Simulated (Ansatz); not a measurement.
The crystal is GaSi2P (zincblende [110] superlattice) (Pmn2_1).

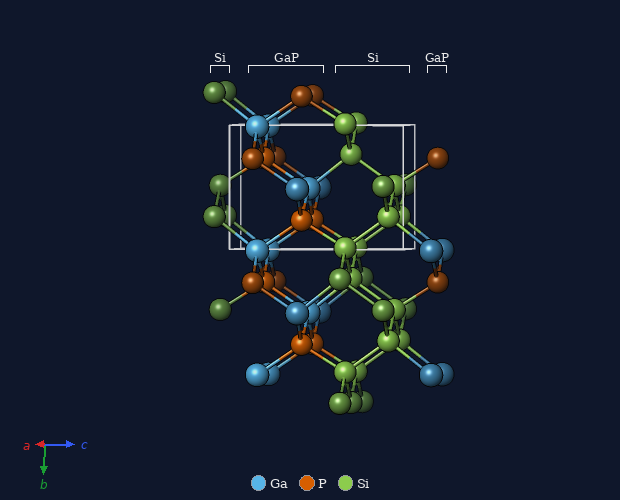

The structure (gallium blue, phosphorus orange, silicon green). 1×2×1 cells are drawn. Some periodic images of atoms are drawn too.

The structure was built from a prototype and need not be the compound's stable phase.

Symmetry: Pmn2_1, No. 31, orthorhombic system. Conventional cell: a = 3.842 Å, b = 7.684 Å, c = 5.438 Å, α = 90.00°, β = 90.00°, γ = 90.00°. Nearest to Ga lie 3 P at 2.37 Å and 1 Si at 2.41 Å. P has 1 Si at 2.27 Å and 3 Ga at 2.37 Å nearest. Si has 1 P at 2.27 Å and 3 Si at 2.35 Å nearest. Nearest to Si lie 3 Si at 2.35 Å and 1 Ga at 2.41 Å. It derives from GaP. Farther neighbours are not listed.

```xyz
8
Lattice="3.8422 0.0000 0.0000 0.0000 5.4375 0.0000 0.0000 0.0000 7.6838" Properties=species:S:1:pos:R:3 pbc="T T T"
Ga    0.0000    0.0574    0.9187
P     1.9211    1.4456    0.9705
Ga    1.9211    2.7761    2.9314
P     0.0000    4.1644    2.8796
Si    0.0000   -0.0676    4.8038
Si    1.9211    1.2834    4.8217
Si    1.9211    2.6511    6.7301
Si    0.0000    4.0022    6.7122
```

The structure was relaxed with PBEsol. The runs that relaxed it are not among those shown.

Gaps computed with Ansatz 0.2.0 without a self-energy: PBEsol 0.78 eV and HSE06 1.51 eV.

Question: What gap should G0W0 on PBEsol give (4×4×2 mesh, 311 empty bands, screening to 90 eV, PAW set soft_1 files)?

About 1.27 eV: on its mesh the run moves the gap from 0.81 eV by +0.50 eV, and the mesh misses the edges by 0.04 eV. Among the scalar-relativistic levels given, HSE06 is nearest (+0.24 eV). Bands and cutoff are finite, so the gap is not at the basis limit. The miss can reach some tenths of an eV and take either sign; the mesh is an error of its own. The 4×4×2 mesh is coarse for this cell (its supercell is 15 Å along the shortest edge). The RPA ε∞ on it, from the PBEsol start, is 14.26, 16.60 and 17.74; such meshes misread the long-range screening, most where the gap is narrow. The many-body steps are scalar-relativistic: spin-orbit coupling is not in them.

[Paths, hosts, dates, memory and timing lines, banners, echoed tables and standing remarks are left out of the program output.]

[Logs are printed without paths, hosts, clocks, repeated set-up lines and the standing remarks that a program may print on its own settings, such as how far it seeks lower states.]

[Runs of the session that timed out or met a known fault of the program may be left out.]

[Cells called generated may have been cut or substituted from an entry of the Crystallography Open Database or the Materials Project.]

[Hosts, paths, dates, database ids (printed as entryN), source tags and the programs' standing remarks are cut or masked in the printed files.]
